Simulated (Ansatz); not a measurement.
Run report: AlBNH$_{5}$O, nudged elastic band

- system: AlBNH$_{5}$O, SMILES B[NH][AlH][OH]
- method: RKS B3LYP-D4/cc-pVDZ (Ansatz 0.2.0)

One setting was made poor on purpose. It belongs to a series of runs on one base structure; here: band between the two ends. Figures and captions count atoms from 1; the log counts them from 0 in places.

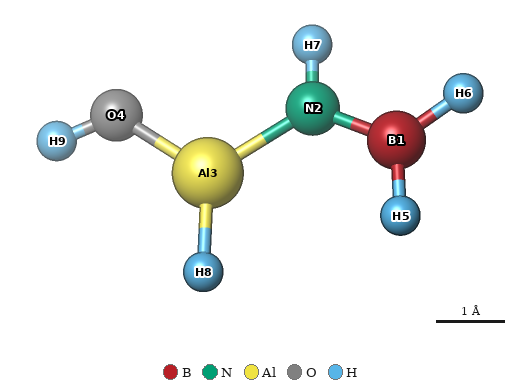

*The structure as given in the input (ball-and-stick view, seen at a tilt; atoms are numbered from 1 in the order of the input). Sticks mark near contacts.*

Bond lengths as drawn: Al–H 1.58 Å, Al–N 1.82 Å, Al–O 1.73 Å, B–H 1.21 Å, B–N 1.41 Å, H–N 1.02 Å and H–O 0.96 Å.

**Input file**
```yaml
crystal:
  periodic: [false, false, false]
  atoms:
    - { symbol: B, position_ang: [-0.289103, 1.574619, -0.921597] }
    - { symbol: "N", position_ang: [-0.379213, 0.672883, 0.154226] }
    - { symbol: Al, position_ang: [0.370517, -0.989571, 0.175734] }
    - { symbol: O, position_ang: [0.079285, -1.854704, 1.643246] }
    - { symbol: H, position_ang: [0.325564, 1.240266, -1.910131] }
    - { symbol: H, position_ang: [-0.814074, 2.662286, -0.862853] }
    - { symbol: H, position_ang: [-0.904494, 0.989946, 0.968152] }
    - { symbol: H, position_ang: [1.196824, -1.550317, -1.042822] }
    - { symbol: H, position_ang: [0.414694, -2.745397, 1.796056] }
basis:
  gaussian: { orbitals: cc-pVDZ }
hamiltonian:
  xc: b3lyp
  dispersion: d4
neb:
  order_check: false
  images: 2
  f_tol: 0.05
  max_iterations: 60
  climbing: false
  final_atoms:
    - { symbol: B, position_ang: [-0.64707436, 1.38508936, -0.01365434] }
    - { symbol: "N", position_ang: [0.15400273, 0.5063636, -0.76497936] }
    - { symbol: Al, position_ang: [0.66908673, -1.17033574, -0.23101316] }
    - { symbol: O, position_ang: [0.16829789, -1.76820665, 1.30527518] }
    - { symbol: H, position_ang: [-1.03858488, 1.02850615, 1.07722951] }
    - { symbol: H, position_ang: [-0.94513994, 2.47644122, -0.43849319] }
    - { symbol: H, position_ang: [0.45667326, 0.85369692, -1.67461733] }
    - { symbol: H, position_ang: [1.56330038, -2.08115537, -1.14982861] }
    - { symbol: H, position_ang: [-0.38056182, -1.23038849, 1.8900923] }
  initial_path:
    images:
      - { positions_ang: [[-0.289103, 1.574619, -0.921597], [-0.379213, 0.672883, 0.154226], [0.370517, -0.989571, 0.175734], [0.079285, -1.854704, 1.643246], [0.325564, 1.240266, -1.910131], [-0.814074, 2.662286, -0.862853], [-0.904494, 0.989946, 0.968152], [1.196824, -1.550317, -1.042822], [0.414694, -2.745397, 1.796056]] }
      - { positions_ang: [[-0.53616927, 1.441231, -0.91137055], [-0.07163281, 0.78096509, 0.15388584], [0.63346569, -0.89072591, 0.28194819], [-0.04964122, -1.99819742, 1.19582094], [-0.49521725, 0.87045165, -1.85294462], [-0.95308043, 2.5489771, -0.86514329], [-0.12335665, 1.31461158, 0.93727991], [1.85161077, -1.27865946, -0.41735145], [-0.25597882, -2.78864263, 1.47788603]] }
      - { positions_ang: [[-0.65549306, 1.37805445, -0.608723], [0.10610576, 0.72545862, -0.15251595], [0.73298893, -0.95098082, 0.1463658], [-0.01997025, -1.96936497, 1.083164], [-0.94993355, 0.79986503, -0.85715779], [-0.99676907, 2.48702884, -0.72369002], [0.33036577, 1.26919522, 0.0563568], [1.97376956, -1.45560558, -0.45302032], [-0.52106409, -2.28363979, 1.50923147]] }
      - { positions_ang: [[-0.64707436, 1.38508936, -0.01365434], [0.15400273, 0.5063636, -0.76497936], [0.66908673, -1.17033574, -0.23101316], [0.16829789, -1.76820665, 1.30527518], [-1.03858488, 1.02850615, 1.07722951], [-0.94513994, 2.47644122, -0.43849319], [0.45667326, 0.85369692, -1.67461733], [1.56330038, -2.08115537, -1.14982861], [-0.38056182, -1.23038849, 1.8900923]] }
```

Machine: 1 thread of Intel Xeon (Sapphire Rapids), 64 GiB of memory available, shared host.

Run as:
```bash
ansatz run input.yaml --threads 1 --pin off --max-ram 2048MiB --backend cpu --events-out ev --progress --plain --runs-dir out
```

**The program's output**
```
Engine: ansatz 0.2.0, x86_64-unknown-linux-gnu
Functional definition: B3LYP
  parameter a0 = 0.2
  parameter ax = 0.72
  parameter ac = 0.81
  exchange = (1 - a0 - ax)*slater_x + ax*b88_x + a0*exact_x
  correlation = (1 - ac)*vwn_rpa_c + ac*lyp_c
906 factors; integrals over basis functions are off by at most 2.7e-4 eV
mean field evaluation 1: about -10884.3272 eV, gradient 7.6e1 eV
mean field evaluation 2: about -10852.8028 eV, gradient 1.4e2 eV
mean field evaluation 4: about -10895.1718 eV, gradient 1.0e1 eV
mean field evaluation 8: about -10895.4063 eV, gradient 5.1e-1 eV
mean field evaluation 16: about -10895.4070 eV, gradient 1.3e-5 eV
mean field -10895.40704516 eV, -400.3988237376 hartree, gradient 1.3e-5 eV, S^2 0.000000; 0 other end points of the search recorded, 0 dependent functions left out
the calculation of the forces begins
reference -10895.40731688 eV, -400.3988337231 hartree; 19, 19 occupied and 66, 66 virtual orbitals, 906 factors
906 factors; integrals over basis functions are off by at most 3.9e-4 eV
mean field evaluation 32: about -10895.3984 eV, gradient 5.9e-5 eV
mean field -10895.39839300 eV, -400.3985057763 hartree, gradient 5.9e-5 eV, S^2 0.000000; 0 other end points of the search recorded, 0 dependent functions left out
[... from here on the field's lines of each further geometry are left out, up to the last ...]
NEB iter   1: max|band force component| = 7.429e1 eV/Å  barrier→ = 28.0210 eV  barrier← = 28.0206 eV  Δτ_max = 0.1987 Å  (101 SCF iters)
NEB iter   2: max|band force component| = 1.524e1 eV/Å  barrier→ = 9.2930 eV  barrier← = 9.2926 eV  Δτ_max = 0.1914 Å  (63 SCF iters)
NEB iter   3: max|band force component| = 8.872e0 eV/Å  barrier→ = 5.2964 eV  barrier← = 5.2960 eV  Δτ_max = 0.1938 Å  (58 SCF iters)
NEB iter   4: max|band force component| = 4.819e0 eV/Å  barrier→ = 2.5161 eV  barrier← = 2.5157 eV  Δτ_max = 0.1911 Å  (59 SCF iters)
NEB iter   5: max|band force component| = 2.230e0 eV/Å  barrier→ = 1.0275 eV  barrier← = 1.0272 eV  Δτ_max = 0.1925 Å  (57 SCF iters)
NEB iter   6: max|band force component| = 1.026e0 eV/Å  barrier→ = 0.3806 eV  barrier← = 0.3803 eV  Δτ_max = 0.2000 Å  (57 SCF iters)
NEB iter   7: max|band force component| = 7.941e-1 eV/Å  barrier→ = 0.2599 eV  barrier← = 0.2595 eV  Δτ_max = 0.0701 Å  (54 SCF iters)
NEB iter   8: max|band force component| = 3.954e-1 eV/Å  barrier→ = 0.2311 eV  barrier← = 0.2308 eV  Δτ_max = 0.1995 Å  (58 SCF iters)
NEB iter   9: max|band force component| = 2.945e-1 eV/Å  barrier→ = 0.1720 eV  barrier← = 0.1716 eV  Δτ_max = 0.1527 Å  (56 SCF iters)
NEB iter  10: max|band force component| = 1.867e-1 eV/Å  barrier→ = 0.1476 eV  barrier← = 0.1473 eV  Δτ_max = 0.0399 Å  (58 SCF iters)
NEB iter  11: max|band force component| = 5.534e-2 eV/Å  barrier→ = 0.1434 eV  barrier← = 0.1430 eV  Δτ_max = 0.0361 Å  (60 SCF iters)
NEB iter  12: max|band force component| = 3.087e-1 eV/Å  barrier→ = 0.1484 eV  barrier← = 0.1480 eV  Δτ_max = 0.0180 Å  (59 SCF iters)
the calculation of the forces begins
reference -10895.26730150 eV, -400.3936882527 hartree; 19, 19 occupied and 66, 66 virtual orbitals, 906 factors
906 factors; integrals over basis functions are off by at most 7.0e-4 eV
mean field evaluation 256: about -10895.0179 eV, gradient 1.0e1 eV
mean field -10895.26130082 eV, -400.3934677318 hartree, gradient 6.9e-6 eV, S^2 0.000000; 1 other end points of the search recorded, 0 dependent functions left out
the calculation of the forces begins
reference -10895.26157231 eV, -400.3934777087 hartree; 19, 19 occupied and 66, 66 virtual orbitals, 906 factors
NEB iter  13: max|band force component| = 4.380e-2 eV/Å  barrier→ = 0.1425 eV  barrier← = 0.1421 eV  Δτ_max = 0.0000 Å  (103 SCF iters)
```

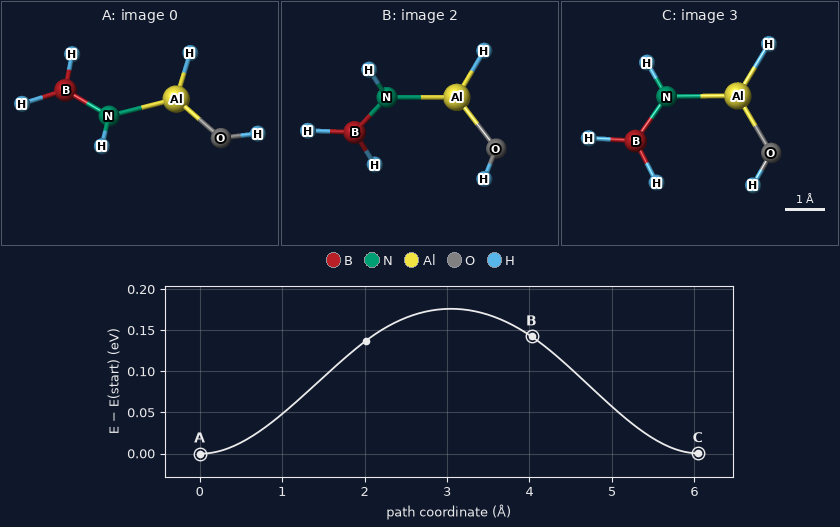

*Images of the last band (counted from 0; ball-and-stick, seen on its broad side) above the energy along the path; the line is a cubic interpolation that uses the forces.*

The highest image is number 2, 0.142 eV above the start and 0.142 eV above the end; start and end have the same energy. The path is 6.04 Å long. The band converged in 13 iterations.

```
Total energy: -10895.49072196 eV, -400.4018988032 hartree
Atom 0 at    -0.795706     1.233493    -0.578510 Å, force    -0.026050     0.009382     0.052232 eV/Å
Atom 1 at     0.386686     0.841812     0.066837 Å, force    -0.013920    -0.001916    -0.017896 eV/Å
Atom 2 at     0.841475    -0.940811     0.084076 Å, force     0.019473    -0.008284     0.004781 eV/Å
Atom 3 at    -0.071360    -2.100525     0.972961 Å, force     0.000666    -0.008964    -0.026698 eV/Å
Atom 4 at    -1.535642     0.361060    -0.988536 Å, force    -0.016744    -0.013014     0.005012 eV/Å
Atom 5 at    -1.081735     2.397168    -0.734817 Å, force     0.000643    -0.002978    -0.003863 eV/Å
Atom 6 at     1.011858     1.589067     0.362943 Å, force     0.028780    -0.002162    -0.023111 eV/Å
Atom 7 at     2.084184    -1.502856    -0.696065 Å, force     0.036299    -0.001767     0.017480 eV/Å
Atom 8 at    -0.839759    -1.878397     1.511121 Å, force    -0.029146     0.029702    -0.007938 eV/Å
Dipole moment:     0.132279     0.192230     0.248508 e Å
this run last wrote the band of iteration 13 to [file]
```

**The last band as extended XYZ (Å, eV, eV/Å)**
```
9
Properties=species:S:1:pos:R:3:forces:R:3 image=0 energy=-10895.63292
B    -0.2891    1.5746   -0.9216    0.0037  -0.0080  -0.0004
N    -0.3792    0.6729    0.1542   -0.0023   0.0121  -0.0071
Al    0.3705   -0.9896    0.1757    0.0043  -0.0094  -0.0002
O     0.0793   -1.8547    1.6432    0.0009   0.0053  -0.0069
H     0.3256    1.2403   -1.9101   -0.0031   0.0010   0.0058
H    -0.8141    2.6623   -0.8629    0.0015  -0.0004  -0.0026
H    -0.9045    0.9899    0.9682   -0.0015  -0.0014   0.0044
H     1.1968   -1.5503   -1.0428   -0.0055   0.0045   0.0075
H     0.4147   -2.7454    1.7961    0.0020  -0.0036  -0.0005
9
Properties=species:S:1:pos:R:3:forces:R:3 image=1 energy=-10895.49596
B    -0.4945    1.3658   -0.8693    0.0389   0.0180  -0.0014
N     0.0545    0.9321    0.3426   -0.0129   0.0174  -0.0034
Al    0.6034   -0.8126    0.2777   -0.0229  -0.0153  -0.0157
O    -0.3011   -1.9044    1.2648   -0.0130   0.0218   0.0277
H    -0.3903    0.6117   -1.8233    0.0246   0.0107  -0.0060
H    -1.0577    2.4260   -0.9958   -0.0083  -0.0017   0.0006
H    -0.0695    1.5141    1.1668   -0.0224  -0.0116   0.0066
H     1.8099   -1.2758   -0.6227   -0.0234  -0.0091  -0.0229
H    -0.1547   -2.8569    1.2591    0.0393  -0.0300   0.0145
9
Properties=species:S:1:pos:R:3:forces:R:3 image=2 energy=-10895.49045
B    -0.7957    1.2335   -0.5785   -0.0261   0.0094   0.0522
N     0.3867    0.8418    0.0668   -0.0139  -0.0019  -0.0179
Al    0.8415   -0.9408    0.0841    0.0195  -0.0083   0.0048
O    -0.0714   -2.1005    0.9730    0.0007  -0.0090  -0.0267
H    -1.5356    0.3611   -0.9885   -0.0167  -0.0130   0.0050
H    -1.0817    2.3972   -0.7348    0.0006  -0.0030  -0.0039
H     1.0119    1.5891    0.3629    0.0288  -0.0022  -0.0231
H     2.0842   -1.5029   -0.6961    0.0363  -0.0018   0.0175
H    -0.8398   -1.8784    1.5111   -0.0291   0.0297  -0.0079
9
Properties=species:S:1:pos:R:3:forces:R:3 image=3 energy=-10895.63257
B    -0.6471    1.3851   -0.0137    0.0010  -0.0020  -0.0002
N     0.1540    0.5064   -0.7650   -0.0004   0.0016  -0.0011
Al    0.6691   -1.1703   -0.2310    0.0008  -0.0008  -0.0010
O     0.1683   -1.7682    1.3053   -0.0003   0.0003   0.0012
H    -1.0386    1.0285    1.0772   -0.0003   0.0007   0.0000
H    -0.9451    2.4764   -0.4385    0.0000   0.0006   0.0010
H     0.4567    0.8537   -1.6746   -0.0003  -0.0010  -0.0001
H     1.5633   -2.0812   -1.1498   -0.0003   0.0010   0.0008
H    -0.3806   -1.2304    1.8901   -0.0001  -0.0004  -0.0006
```

**Results in brief**

```json
{"quantity": "outcome", "value": "converged"}
{"quantity": "barrier, forward", "value": "0.142 eV"}
{"quantity": "barrier, backward", "value": "0.142 eV"}
{"quantity": "wall time", "value": "72 s"}
{"quantity": "peak memory", "value": "0.26 GiB"}
```

A deliberately poor setting: few images. The order of the saddle point was not checked.
